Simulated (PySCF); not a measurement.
# EuCl6 (-3): ligand-field states

Wanted: ligand-field states for EuCl6 (-3).

Computed with PySCF 2.14.0 and routines of our own; the level stands in each step. Atoms count from 0.

## 1. The starting structure

7 atoms, charge -3, states of the metal's open shell are computed; geometry from: model geometry, bond lengths from ionic radii.

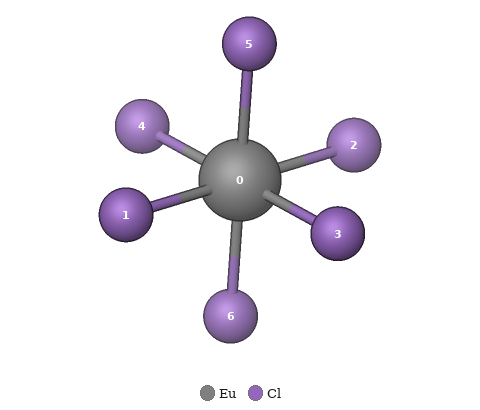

The starting geometry (europium grey, chlorine purple); sticks join atoms by distance alone.

## 2. Ligand-field states: state-averaged CASSCF in water

What the job is given:

```
{"job": {"kind": "lf", "basis": {"metal": "x2c-TZVPall", "ligand": "x2c-SVPall"}, "nevpt": false, "solvent": "water", "roots": {"7": 7, "5": 140, "3": 113, "1": 123}}, "charge": -3, "metal": "Eu", "open_shell": "f6"}
Eu     0.000000     0.000000     0.000000
Cl     0.000000     0.000000     2.657000
Cl     0.000000     0.000000    -2.657000
Cl     2.657000     0.000000     0.000000
Cl    -2.657000     0.000000     0.000000
Cl     0.000000     2.657000     0.000000
Cl    -0.000000    -2.657000     0.000000
```

With the program's defaults for keys left out, this is: state-averaged CASSCF of the metal f shell, state-interaction spin-orbit coupling.

Command:

```
$ OMP_NUM_THREADS=1 python lf_run.py task.json out
```

One launch serves the whole session: the jobs run in the order shown.

Log:

```text
basis functions 212, electrons 168, active (6e, 7o)
stage 1: DIIS on the effective Fock matrix, level shift 0.30
cycle   1  E = -13590.7560470716  dE = -1.359e+04  max|g| = 3.904e+00
cycle   2  E = -13576.5172255656  dE =  1.424e+01  max|g| = 7.714e+00
cycle   3  E = -13563.6847146226  dE =  1.283e+01  max|g| = 7.669e+00
cycle   4  E = -13604.7476772783  dE = -4.106e+01  max|g| = 5.907e-01
cycle   5  E = -13605.2182623278  dE = -4.706e-01  max|g| = 1.382e-01
cycle   6  E = -13603.9013375869  dE =  1.317e+00  max|g| = 1.328e+00
cycle   7  E = -13599.0905132525  dE =  4.811e+00  max|g| = 3.520e+00
cycle   8  E = -13594.5406472225  dE =  4.550e+00  max|g| = 4.089e+00
cycle   9  E = -13589.2768842835  dE =  5.264e+00  max|g| = 4.543e+00
cycle  10  E = -13584.0769591238  dE =  5.200e+00  max|g| = 6.205e+00
cycle  11  E = -13580.9468462303  dE =  3.130e+00  max|g| = 5.313e+00
cycle  12  E = -13579.3852281150  dE =  1.562e+00  max|g| = 5.454e+00
cycle  13  E = -13583.0353082434  dE = -3.650e+00  max|g| = 5.055e+00
cycle  14  E = -13590.3056857490  dE = -7.270e+00  max|g| = 4.934e+00
cycle  15  E = -13593.6083123248  dE = -3.303e+00  max|g| = 4.612e+00
stage 2: quasi-Newton rotations from the point of smallest gradient
cycle  17  E = -13605.2801016092  dE = -6.184e-02  max|g| = 1.072e-01
cycle  18  E = -13605.2837300625  dE = -3.628e-03  max|g| = 6.937e-02
cycle  19  E = -13605.2853867880  dE = -1.657e-03  max|g| = 4.060e-03
cycle  20  E = -13605.2854305210  dE = -4.373e-05  max|g| = 2.027e-03
cycle  21  E = -13605.2854347147  dE = -4.194e-06  max|g| = 2.364e-04
cycle  22  E = -13605.2854349440  dE = -2.293e-07  max|g| = 4.920e-05
cycle  23  E = -13605.2854349517  dE = -7.751e-09  max|g| = 7.805e-06
converged average energy = -13605.2854349517

 mult deg   label        CASSCF/cm-1   NEVPT2/cm-1
   7   3   7T1g                0.0
   7   3   7T2g              387.2
   7   1   7A2g              524.1
   5   3   5T2g            23806.0
   5   2   5Eg             23914.2
   5   3   5T2g            27024.6
   5   2   5Eg             27051.1
   5   3   5T1g            27120.6
   5   3   5T2g            27283.5
   5   2   5Eg             27503.1
   5   3   5T1g            27522.7
   5   1   5A1g            27552.9
   5   1   5A1g            28416.7
   5   3   5T1g            28437.3
   5   2   5Eg             28459.1
   5   3   5T2g            28663.2
   5   3   5T1g            32692.2
   5   3   5T2g            32861.1
   5   2   5Eg             33056.9
   5   3   5T1g            33121.5
   5   1   5A2g            37434.2
   5   3   5T2g            37495.9
   5   2   5Eg             37552.9
   5   3   5T1g            37611.7
   5   2   5I              37645.7
   5   2   5I              37649.2
   5   1   5A2g            37658.8
   5   3   5T2g            37762.4
   5   3   5T1g            37784.6
   5   3   5T1g            42571.0
   5   3   5T2g            42600.1
   5   1   5A2g            42662.5
   5   3   5T2g            42794.7
   5   2   5Eg             42823.6
   5   3   5T1g            42858.1
   3   3   3T1g            43798.6
   3   2   3O              44900.9
   3   3   3T2g            44903.6
   3   1   3O              44904.6
   3   1   3O              44904.6
   3   3   3T1g            44922.0
   3   2   3Eg             44925.4
   3   3   3T2g            44960.2
   3   3   3T1g            45053.8
   3   2   3Eg             45073.1
   3   3   3T2g            45085.6
   3   1   3A2g            45815.7
   3   3   3T2g            45826.6
   3   3   3T1g            45835.9
   3   5   3M              45888.6
   3   1   3A1g            45925.9
   3   3   3T1g            46047.9
   3   3   3T2g            46088.4
   3   3   3T1g            46358.9
   3   2   3Eg             46370.4
   3   3   3T2g            46398.0
   5   3   5T2g            46526.4
   3   1   3A2g            46527.1
   3   3   3T2g            46619.0
   3   3   3T1g            46646.2

spin-orbit levels / cm-1
      0.00  x1  7T1g 0.47 7T2g 0.37 7A2g 0.11
    362.92  x3  7T1g 0.49 7T2g 0.37 7A2g 0.10
    930.08  x2  7T1g 0.68 7T2g 0.29
   1076.91  x3  7T1g 0.42 7T2g 0.40 7A2g 0.15
   1852.05  x1  7T1g 0.55 7T2g 0.43
   1892.55  x3  7T1g 0.47 7T2g 0.32 7A2g 0.20
   1941.62  x3  7T2g 0.46 7T1g 0.37 7A2g 0.15
   2782.68  x3  7T1g 0.71 7T2g 0.24 7A2g 0.04
   2986.28  x2  7T2g 0.75 7T1g 0.23
   2986.62  x3  7T2g 0.43 7T1g 0.30 7A2g 0.25
   2986.88  x1  7A2g 0.52 7T1g 0.38 7T2g 0.09
   3950.47  x3  7T1g 0.53 7T2g 0.43
   3981.02  x2  7T2g 0.51 7T1g 0.47
   3992.49  x3  7T1g 0.61 7A2g 0.26 7T2g 0.10
   4143.34  x3  7T2g 0.75 7A2g 0.11 7T1g 0.11
   5081.17  x2  7T1g 0.57 7T2g 0.40
   5098.33  x3  7T1g 0.53 7T2g 0.43
   5145.77  x1  7T2g 0.54 7T1g 0.43
   5268.73  x3  7T2g 0.46 7A2g 0.32 7T1g 0.19
   5296.07  x3  7T2g 0.49 7A2g 0.33 7T1g 0.15
   5318.59  x1  7T2g 0.50 7A2g 0.35 7T1g 0.12
  20235.50  x1  5T2g 0.51 5Eg 0.33 3T1g 0.10
  21852.84  x3  5T2g 0.55 5Eg 0.35 3T1g 0.06
  24326.78  x3  5T2g 0.69 5Eg 0.25
  24396.89  x2  5Eg 0.54 5T2g 0.41
  27393.19  x3  5T2g 0.86 5Eg 0.10
```

Run time: 66 s. Hardware: 1 thread of Arm Neoverse V2, shared host; peak memory 0.9 GiB.

In short:

```tsv
quantity	value
spin-orbit constant ζ	1368 cm⁻¹
```

Powder susceptibility:

```tsv
T (K)	χT (cm³ K/mol)	μ(eff)
2	0.011	0.30
5	0.029	0.48
10	0.057	0.68
20	0.114	0.96
30	0.172	1.17
50	0.286	1.51
75	0.429	1.85
100	0.572	2.14
150	0.835	2.58
200	1.045	2.89
250	1.208	3.11
300	1.339	3.27
```

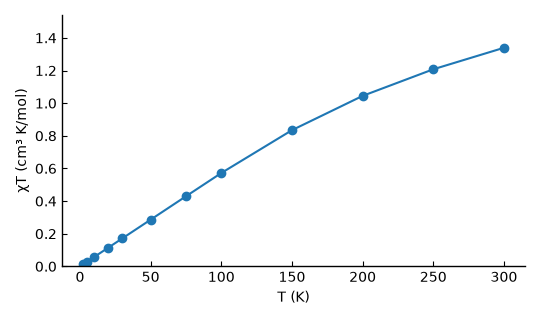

χT against temperature.

The fields below are evaluated on a grid from the run's orbitals.

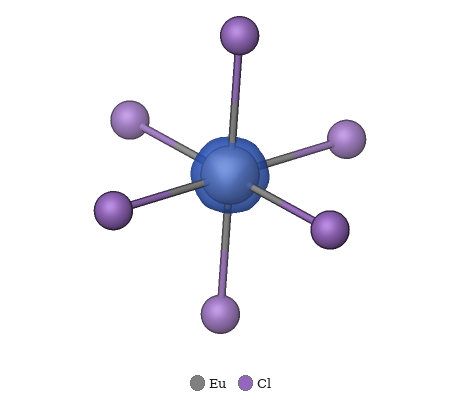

Spin density at ±0.8 e/Å³ (alpha excess blue, beta excess red).

In these pictures sticks join atoms by distance alone, so bonds to metals can be missing or extra.

## 3. Ligand-field states: state-averaged CASSCF (axial bond length × 0.9) in water

What the job is given:

```
{"job": {"kind": "lf", "basis": {"metal": "x2c-TZVPall", "ligand": "x2c-SVPall"}, "nevpt": false, "solvent": "water", "roots": {"7": 7, "5": 140, "3": 113, "1": 123}, "reuse": true}, "charge": -3, "metal": "Eu", "open_shell": "f6"}
Eu     0.000000     0.000000     0.000000
Cl     0.000000     0.000000     2.391300
Cl     0.000000     0.000000    -2.391300
Cl     2.657000     0.000000     0.000000
Cl    -2.657000     0.000000     0.000000
Cl     0.000000     2.657000     0.000000
Cl    -0.000000    -2.657000     0.000000
```

Level: state-averaged CASSCF of the metal f shell, state-interaction spin-orbit coupling.

Log:

```text
basis functions 212, electrons 168, active (6e, 7o)
start from the orbitals of the previous structure
stage 1: DIIS on the effective Fock matrix, level shift 0.30
cycle   1  E = -13602.7043337243  dE = -1.360e+04  max|g| = 1.621e+01
cycle   2  E = -13604.4416602761  dE = -1.737e+00  max|g| = 9.409e-01
cycle   3  E = -13604.9178947910  dE = -4.762e-01  max|g| = 7.987e-01
cycle   4  E = -13605.0425392136  dE = -1.246e-01  max|g| = 3.407e-01
cycle   5  E = -13605.1820751989  dE = -1.395e-01  max|g| = 1.909e-01
cycle   6  E = -13605.2033857563  dE = -2.131e-02  max|g| = 1.260e-01
cycle   7  E = -13605.0408118833  dE =  1.626e-01  max|g| = 5.371e-01
cycle   8  E = -13604.0836020288  dE =  9.572e-01  max|g| = 1.422e+00
cycle   9  E = -13601.2987813059  dE =  2.785e+00  max|g| = 2.714e+00
cycle  10  E = -13597.9899736156  dE =  3.309e+00  max|g| = 3.647e+00
cycle  11  E = -13595.3330706056  dE =  2.657e+00  max|g| = 4.076e+00
cycle  12  E = -13593.6865317762  dE =  1.647e+00  max|g| = 4.264e+00
cycle  13  E = -13593.0483192356  dE =  6.382e-01  max|g| = 4.449e+00
cycle  14  E = -13592.6158967923  dE =  4.324e-01  max|g| = 4.654e+00
cycle  15  E = -13594.5341605003  dE = -1.918e+00  max|g| = 4.593e+00
stage 2: quasi-Newton rotations from the point of smallest gradient
cycle  17  E = -13605.2306356876  dE = -2.725e-02  max|g| = 1.100e-01
cycle  18  E = -13605.2360468366  dE = -5.411e-03  max|g| = 3.506e-02
cycle  19  E = -13605.2363567565  dE = -3.099e-04  max|g| = 4.198e-03
cycle  20  E = -13605.2363761699  dE = -1.941e-05  max|g| = 8.015e-04
cycle  21  E = -13605.2363773932  dE = -1.223e-06  max|g| = 1.870e-04
cycle  22  E = -13605.2363774438  dE = -5.064e-08  max|g| = 3.275e-05
cycle  23  E = -13605.2363774457  dE = -1.823e-09  max|g| = 7.525e-06
converged average energy = -13605.2363774457

 mult deg   label        CASSCF/cm-1   NEVPT2/cm-1
   7   1   7A2g                0.0
   7   2   7Eg               452.2
   7   2   7Eg               856.1
   7   1   7B2g              871.8
   7   1   7B1g             1000.5
   5   2   5Eg             24063.0
   5   1   5B2g            24148.9
   5   1   5A1g            24204.3
   5   1   5B1g            24256.3
   5   2   5Eg             27214.0
   5   1   5A1g            27253.3
   5   1   5B2g            27263.1
   5   1   5B1g            27276.8
   5   1   5A2g            27295.3
   5   2   5Eg             27390.8
   5   2   5Eg             27565.9
   5   1   5B2g            27588.5
   5   1   5B1g            27825.9
   5   2   5T1g            27880.5
   5   2   5Eg             27893.3
   5   1   5A1g            27940.9
   5   1   5A1g            28628.5
   5   2   5Eg             28651.1
   5   1   5B1g            28721.5
   5   1   5A2g            28801.9
   5   1   5A1g            28807.1
   5   1   5B2g            28935.7
   5   2   5Eg             29041.9
   5   1   5A2g            32846.3
   5   2   5Eg             32908.0
   5   2   5Eg             33093.3
   5   1   5B2g            33151.5
   5   1   5B1g            33344.8
   5   1   5A1g            33386.2
   5   1   5A2g            33431.1
   5   2   5Eg             33470.1
   5   1   5B1g            37585.4
   5   1   5B2g            37600.9
   5   2   5Eg             37754.5
   5   1   5B1g            37756.3
   5   1   5A2g            37857.5
   5   2   5Eg             37876.5
   5   3   5T2g            37880.2
   5   2   5Eg             37911.0
   5   1   5A1g            37921.2
   5   1   5A2g            37978.3
   5   3   5T2g            38006.3
   5   2   5Eg             38159.1
   5   1   5A2g            42680.4
   5   2   5Eg             42722.1
   5   1   5B2g            42801.0
   5   1   5B1g            42873.5
   5   2   5Eg             42888.7
   5   3   5T2g            43058.0
   5   1   5B1g            43069.2
   5   1   5A1g            43127.5
   5   1   5A2g            43144.6
   5   2   5Eg             43151.0
   3   3   3T1g            44010.6
   3   1   3B1g            44947.3

spin-orbit levels / cm-1
      0.00  x1  7Eg 0.31 7A2g 0.24 7Eg 0.20
    293.18  x2  7A2g 0.32 7Eg 0.32 7Eg 0.14
    538.44  x1  7Eg 0.42 7Eg 0.30 7B2g 0.13
    853.99  x1  7Eg 0.44 7A2g 0.35 7B2g 0.14
    952.13  x1  7A2g 0.42 7Eg 0.24 7Eg 0.22
    997.57  x1  7Eg 0.44 7Eg 0.34 7A2g 0.17
   1187.08  x2  7Eg 0.33 7Eg 0.25 7B2g 0.21
   1833.51  x2  7A2g 0.38 7Eg 0.25 7Eg 0.14
   1881.43  x1  7Eg 0.40 7Eg 0.23 7B2g 0.21
   1977.76  x2  7Eg 0.27 7B2g 0.19 7B1g 0.19
   1989.05  x1  7Eg 0.46 7B1g 0.27 7Eg 0.19
   2028.58  x1  7Eg 0.42 7Eg 0.27 7B2g 0.16
   2766.91  x2  7A2g 0.32 7Eg 0.24 7Eg 0.19
   2821.20  x1  7Eg 0.83 7Eg 0.13
   2992.06  x1  7B2g 0.32 7B1g 0.29 7A2g 0.24
   3011.80  x2  7B1g 0.25 7Eg 0.24 7Eg 0.22
   3017.51  x1  7Eg 0.60 7Eg 0.32 7A2g 0.06
   3084.32  x1  7Eg 0.31 7Eg 0.29 7B1g 0.24
   3084.58  x1  7Eg 0.30 7Eg 0.30 7B1g 0.21
   3889.20  x1  7A2g 0.38 7Eg 0.33 7B1g 0.21
   3938.17  x1  7Eg 0.31 7A2g 0.29 7B2g 0.26
   3939.85  x2  7Eg 0.41 7Eg 0.29 7A2g 0.20
   4017.45  x2  7Eg 0.45 7B1g 0.21 7A2g 0.15
   4031.21  x1  7Eg 0.55 7Eg 0.27 7B2g 0.08
   4069.14  x1  7Eg 0.50 7Eg 0.47
   4187.58  x1  7Eg 0.46 7Eg 0.23 7B2g 0.21
   4266.27  x2  7Eg 0.50 7B2g 0.26 7B1g 0.16
   4955.66  x1  7Eg 0.36 7A2g 0.30 7Eg 0.15
   5013.12  x2  7Eg 0.38 7A2g 0.22 7B2g 0.22
   5085.08  x1  7Eg 0.44 7B2g 0.36 7A2g 0.12
```

Run time: 54 s. Hardware: 1 thread of Arm Neoverse V2, shared host; peak memory 0.9 GiB.

Warnings kept with the result: spin Hamiltonian not valid, low-lying orbital states.

In short:

```tsv
quantity	value
spin-orbit constant ζ	1364 cm⁻¹
```

Powder susceptibility:

```tsv
T (K)	χT (cm³ K/mol)	μ(eff)
2	0.013	0.33
20	0.132	1.03
100	0.652	2.28
300	1.404	3.35
```

## 4. Ligand-field states: state-averaged CASSCF (axial bond length × 0.95) in water

Settings changed since step 3:

```diff
@@ -2,4 +2,4 @@
 Eu     0.000000     0.000000     0.000000
-Cl     0.000000     0.000000     2.391300
-Cl     0.000000     0.000000    -2.391300
+Cl     0.000000     0.000000     2.524200
+Cl     0.000000     0.000000    -2.524200
 Cl     2.657000     0.000000     0.000000
```

Method: state-averaged CASSCF of the metal f shell, state-interaction spin-orbit coupling.

Log:

```text
basis functions 212, electrons 168, active (6e, 7o)
start from the orbitals of the previous structure
stage 1: DIIS on the effective Fock matrix, level shift 0.30
cycle   1  E = -13604.2871044343  dE = -1.360e+04  max|g| = 1.501e+01
cycle   2  E = -13605.2234762656  dE = -9.364e-01  max|g| = 3.653e-01
cycle   3  E = -13605.1365154966  dE =  8.696e-02  max|g| = 3.904e-01
cycle   4  E = -13605.2550458668  dE = -1.185e-01  max|g| = 1.134e-01
cycle   5  E = -13605.0513392695  dE =  2.037e-01  max|g| = 5.053e-01
cycle   6  E = -13604.7849513918  dE =  2.664e-01  max|g| = 8.397e-01
cycle   7  E = -13604.1978476351  dE =  5.871e-01  max|g| = 1.353e+00
cycle   8  E = -13603.2113562221  dE =  9.865e-01  max|g| = 1.936e+00
cycle   9  E = -13601.4556911171  dE =  1.756e+00  max|g| = 2.558e+00
cycle  10  E = -13598.4011263309  dE =  3.055e+00  max|g| = 3.270e+00
cycle  11  E = -13595.1577274212  dE =  3.243e+00  max|g| = 4.411e+00
cycle  12  E = -13592.7044242803  dE =  2.453e+00  max|g| = 4.816e+00
cycle  13  E = -13591.1291982216  dE =  1.575e+00  max|g| = 4.117e+00
cycle  14  E = -13588.9308583706  dE =  2.198e+00  max|g| = 5.300e+00
cycle  15  E = -13589.2170632907  dE = -2.862e-01  max|g| = 5.460e+00
stage 2: quasi-Newton rotations from the point of smallest gradient
cycle  17  E = -13605.2679811546  dE = -1.294e-02  max|g| = 6.467e-02
cycle  18  E = -13605.2696690071  dE = -1.688e-03  max|g| = 2.129e-02
cycle  19  E = -13605.2699606710  dE = -2.917e-04  max|g| = 2.556e-03
cycle  20  E = -13605.2699660947  dE = -5.424e-06  max|g| = 5.483e-04
cycle  21  E = -13605.2699664427  dE = -3.480e-07  max|g| = 5.478e-05
cycle  22  E = -13605.2699664501  dE = -7.381e-09  max|g| = 1.317e-05
cycle  23  E = -13605.2699664507  dE = -5.894e-10  max|g| = 4.115e-06
converged average energy = -13605.2699664507

 mult deg   label        CASSCF/cm-1   NEVPT2/cm-1
   7   1   7A2g                0.0
   7   2   7Eg               215.3
   7   2   7Eg               590.6
   7   1   7B2g              601.0
   7   1   7B1g              733.4
   5   2   5Eg             23927.9
   5   1   5B2g            23969.2
   5   1   5A1g            24047.5
   5   1   5B1g            24076.9
   5   2   5Eg             27124.9
   5   1   5B2g            27143.1
   5   2   5Eg             27160.5
   5   1   5A2g            27213.9
   5   2   5Eg             27251.5
   5   2   5Eg             27417.2
   5   1   5B2g            27427.1
   5   1   5B1g            27654.6
   5   1   5A1g            27674.0
   5   1   5A2g            27684.0
   5   2   5Eg             27691.1
   5   1   5A1g            27725.2
   5   1   5A1g            28521.7
   5   2   5Eg             28539.1
   5   1   5B1g            28581.2
   5   1   5A2g            28614.4
   5   1   5A1g            28622.1
   5   1   5B2g            28788.4
   5   2   5Eg             28836.4
   5   1   5A2g            32775.2
   5   2   5Eg             32802.6
   5   2   5Eg             32976.3
   5   1   5B2g            32999.0
   5   1   5B1g            33192.3
   5   1   5A1g            33210.2
   5   1   5A2g            33264.4
   5   2   5Eg             33280.6
   5   1   5B1g            37522.2
   5   1   5B2g            37550.8
   5   2   5Eg             37629.2
   5   1   5B1g            37643.9
   5   1   5A1g            37710.8
   5   1   5A2g            37730.8
   5   2   5Eg             37737.8
   5   1   5A1g            37772.8
   5   4   5T2g            37774.1
   5   1   5A2g            37871.9
   5   2   5Eg             37873.0
   5   1   5B2g            37880.4
   5   2   5Eg             37962.9
   5   1   5A2g            42631.1
   5   2   5Eg             42657.3
   5   1   5B2g            42700.6
   5   2   5Eg             42737.4
   5   1   5B1g            42769.4
   5   2   5Eg             42920.4
   5   1   5B2g            42922.1
   5   1   5B1g            42940.5
   5   1   5A1g            42967.4
   5   1   5A2g            42991.7
   5   2   5Eg             42995.1

spin-orbit levels / cm-1
      0.00  x1  7Eg 0.30 7Eg 0.23 7A2g 0.20
    325.86  x2  7Eg 0.29 7A2g 0.28 7Eg 0.19
    444.76  x1  7Eg 0.37 7Eg 0.35 7B2g 0.13
    893.01  x1  7Eg 0.44 7A2g 0.30 7B2g 0.17
    957.43  x1  7Eg 0.41 7Eg 0.37 7A2g 0.18
   1014.28  x1  7A2g 0.37 7Eg 0.31 7Eg 0.17
   1121.45  x2  7Eg 0.34 7Eg 0.23 7B2g 0.21
   1856.57  x1  7Eg 0.39 7Eg 0.25 7B2g 0.18
   1870.48  x2  7A2g 0.27 7Eg 0.27 7B1g 0.17
   1932.14  x1  7Eg 0.40 7Eg 0.26 7B1g 0.23
   1948.42  x2  7Eg 0.30 7Eg 0.18 7A2g 0.17
   1972.72  x1  7Eg 0.40 7Eg 0.27 7B2g 0.17
   2770.96  x2  7A2g 0.34 7Eg 0.28 7Eg 0.17
   2790.50  x1  7Eg 0.80 7Eg 0.15
   2981.26  x1  7B2g 0.33 7B1g 0.30 7A2g 0.24
   2988.53  x2  7Eg 0.26 7B1g 0.25 7Eg 0.19
   2993.25  x1  7Eg 0.68 7Eg 0.25 7A2g 0.05
   3025.46  x1  7Eg 0.30 7Eg 0.29 7B1g 0.25
   3025.58  x1  7Eg 0.31 7Eg 0.28 7B1g 0.21
   3937.25  x2  7Eg 0.35 7Eg 0.26 7A2g 0.24
   3938.13  x1  7A2g 0.39 7Eg 0.27 7B1g 0.24
   3954.13  x1  7A2g 0.31 7B2g 0.30 7Eg 0.24
   3980.32  x1  7Eg 0.55 7Eg 0.29 7B2g 0.08
   4004.51  x2  7Eg 0.47 7B1g 0.24 7A2g 0.13
   4015.30  x1  7Eg 0.50 7Eg 0.47
   4149.56  x1  7Eg 0.51 7B2g 0.20 7Eg 0.18
   4186.79  x2  7Eg 0.49 7B2g 0.28 7B1g 0.13
   5011.45  x1  7A2g 0.33 7Eg 0.31 7Eg 0.19
   5045.44  x2  7Eg 0.33 7A2g 0.25 7B2g 0.21
   5085.17  x1  7Eg 0.41 7B2g 0.31 7A2g 0.15
```

Run time: 53 s. Hardware: 1 thread of Arm Neoverse V2, shared host; peak memory 0.9 GiB.

Warnings kept with the result: spin Hamiltonian not valid, low-lying orbital states.

In short:

```tsv
quantity	value
spin-orbit constant ζ	1367 cm⁻¹
```

Powder susceptibility:

```tsv
T (K)	χT (cm³ K/mol)	μ(eff)
2	0.012	0.31
20	0.119	0.98
100	0.594	2.18
300	1.357	3.29
```

[end of part 1 of 2]
